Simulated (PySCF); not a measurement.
C4H8ClFSi2

Input

```
{"job": {"kind": "nmr", "xc": "PBE0", "basis": "pcSseg-1"}, "charge": 0, "multiplicity": 1}
C      2.680861     0.590425     0.682636
C      1.361846     0.512655     0.635195
F      0.640346     1.232779     1.547729
C      0.507241    -0.244458    -0.285527
Si    -0.824656     0.836634    -1.205084
C     -2.176927    -0.175516    -0.292428
Si    -0.879677    -1.283256     0.575629
Cl    -0.887752    -3.191805    -0.092080
H      3.287662     0.042994    -0.012553
H      3.181055     1.199257     1.413489
H      1.149296    -0.815098    -0.954209
H     -0.768121     2.251687    -0.854811
H     -0.771904     0.638323    -2.653490
H     -2.777902     0.414461     0.393552
H     -2.872263    -0.701793    -0.940879
H     -0.856704    -1.298343     2.031420
```

Launched as:

```sh
OMP_NUM_THREADS=1 python probes_run.py task.json out
```

Geometry: GFN2-xTB.

All numbers below come from PBE0/pcSseg-1, SCF density, gas phase, non-relativistic in PySCF 2.14.0.

Q: What can the converged electron density and electron localisation function tell about the bonding?

A: C–C (1.32 Å): the density is about 2.3 e/Å³ at the midpoint; the ELF peaks at about 0.95 between the atoms; a short, multiple covalent bond.
C–F (1.37 Å): ρ is about 2.1 e/Å³ halfway, with its minimum of 1.7 e/Å³ about 0.5 Å from C; the ELF peaks at about 0.85 between the atoms: a shared but strongly polarised pair.
C–H (1.07 Å): ρ at the midpoint is about 2 e/Å³; the ELF climbs to about 1 towards the hydrogen, as it does in any bond to H; a covalent bond by its length.
C–C (1.47 Å): ρ at the midpoint is about 1.8 e/Å³; the ELF peaks at about 0.95 between the atoms (localised, covalent bonding).

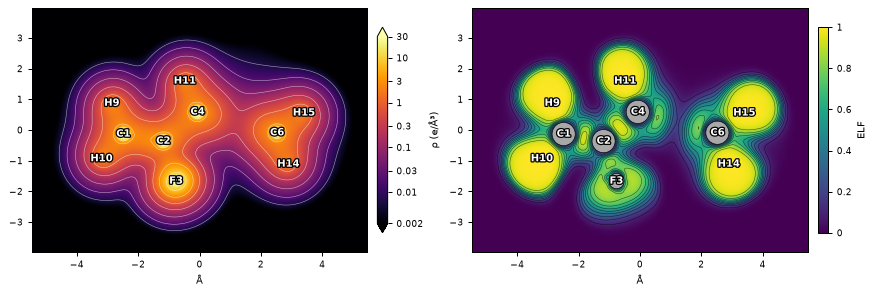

Computed electron density and electron localisation function on the plane of atoms C1, C2 and F3, in this order. Grey discs cover the atomic cores in the ELF map. 
